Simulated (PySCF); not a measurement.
**C6H13NSi (SMILES C=C[C@H](C)N([SiH3])C=C): density, localisation and related maps**

```xyz
21

C     2.5363    0.6765    1.1787
C     1.3188    0.1758    1.2687
C     0.6133   -0.6774    0.2484
C     1.3515   -0.8058   -1.0838
N    -0.7429   -0.1839    0.0436
Si   -2.1320   -1.2087    0.1750
C    -0.8352    1.1344   -0.3550
C    -1.9232    1.7467   -0.8041
H     2.9578    1.2699    1.9726
H     3.1694    0.5184    0.3229
H     0.7170    0.3677    2.1487
H     0.5208   -1.6815    0.6814
H     2.3151   -1.2867   -0.9383
H     1.5037    0.1709   -1.5368
H     0.7576   -1.4117   -1.7645
H    -2.7188   -1.5116   -1.1358
H    -3.1131   -0.5532    1.0401
H    -1.6387   -2.4414    0.7892
H     0.0913    1.6888   -0.2604
H    -2.8634    1.2404   -0.9280
H    -1.8942    2.7892   -1.0632
```

Geometry: GFN2-xTB.

These are results of PBE0/pcSseg-1, SCF density, gas phase, non-relativistic (PySCF), not measurements.

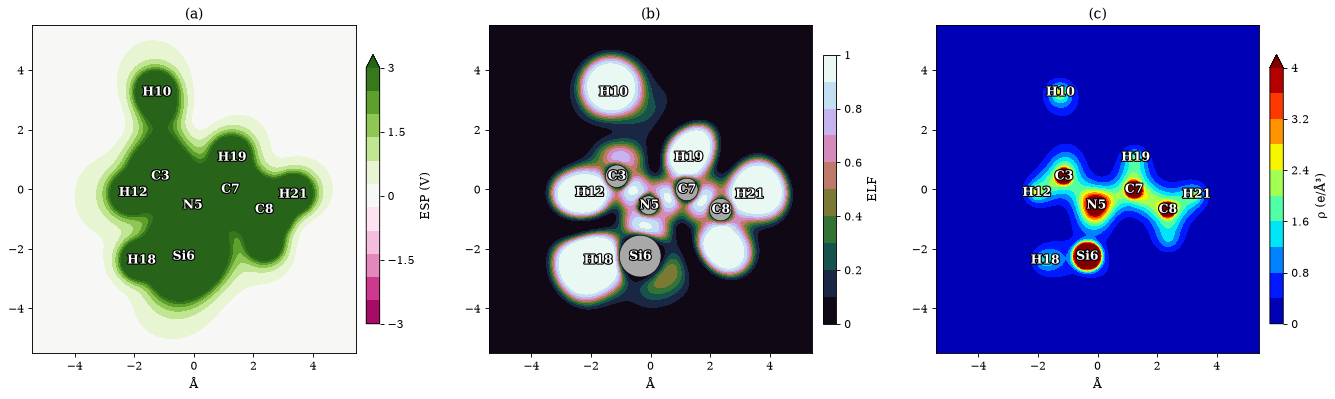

Figure 1. (a) electrostatic potential; (b) ELF; (c) electron density on the plane of atoms Si6, N5 and C7. Grey discs cover the atomic cores in the ELF map.

Read the bonding off the picture.

- The section cuts through C, N, Si and H sites.
- C–C (1.33 Å): the density is about 2.3 e/Å³ at the midpoint; the ELF peaks at about 0.95 between the atoms: a short, multiple covalent bond.
- C–N (1.38 Å): ρ is about 2.2 e/Å³ halfway; the ELF peaks at about 0.90 between the atoms, as expected for a covalent bond.
- Si–N (1.73 Å): ρ is about 1.1 e/Å³ halfway; the ELF peaks at about 0.90 between the atoms (a shared but strongly polarised pair).
- C–H (1.07 Å): ρ at the midpoint is about 2 e/Å³; the ELF climbs to about 1 towards the hydrogen, as it does in any bond to H; a covalent bond by its length.
- C–N (1.46 Å): the density is about 1.9 e/Å³ at the midpoint; the ELF peaks at about 0.90 between the atoms: a shared electron pair.
- The potential has no marked negative region in this plane.

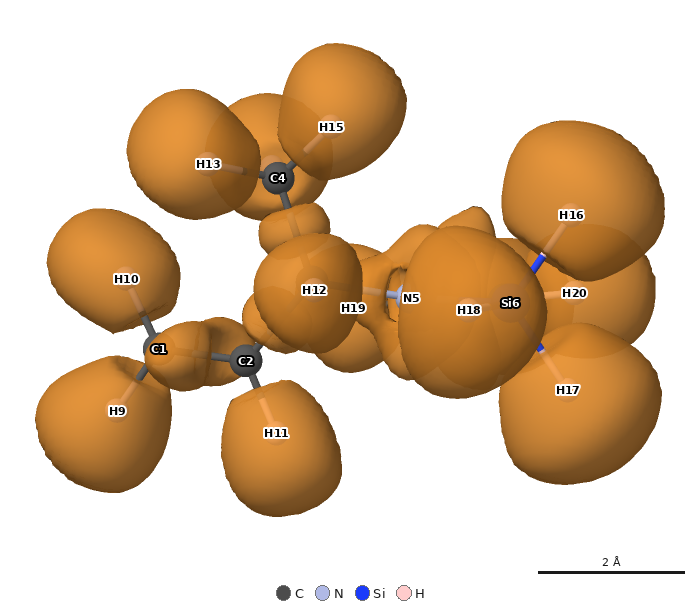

Figure 2. Isosurface of the ELF at 0.75 (orange), seen from one side. Core shells and regions of very low density are left out.

What do the ELF domains correspond to?

At this value the surface marks out four regions between bonded C–C atoms (shared pairs), 13 regions around hydrogen nuclei and one region on N in which the atom's valence shell and bonds are merged.


C–C (1.32 Å): the ELF peaks at about 0.95 between the atoms (a short, multiple covalent bond).

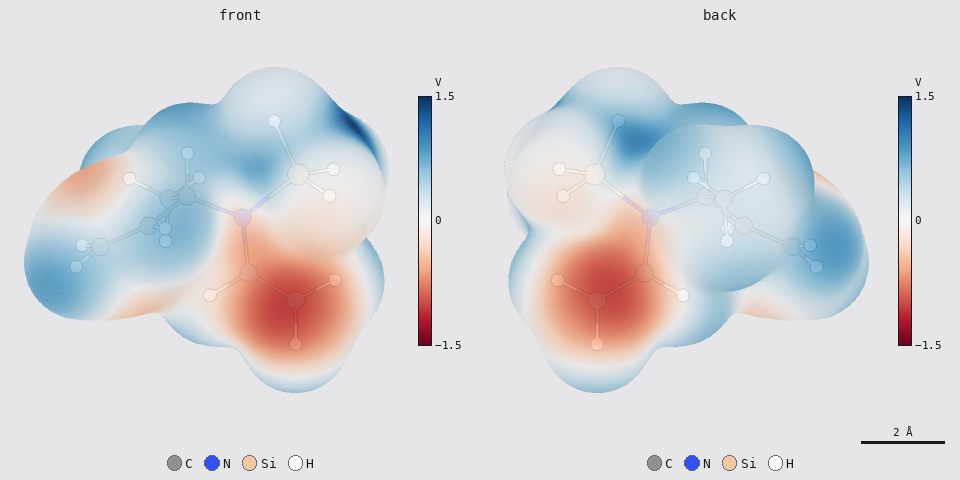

Figure 3. The electrostatic potential painted on the density surface at 0.002 e/bohr³, seen from the front and from behind; red is negative and blue positive.

Where is the surface potential most negative and most positive?

The most negative region (about −1.0 V) lies over the π face of C7 and C8, the most positive (about +1.3 V) over Si6.
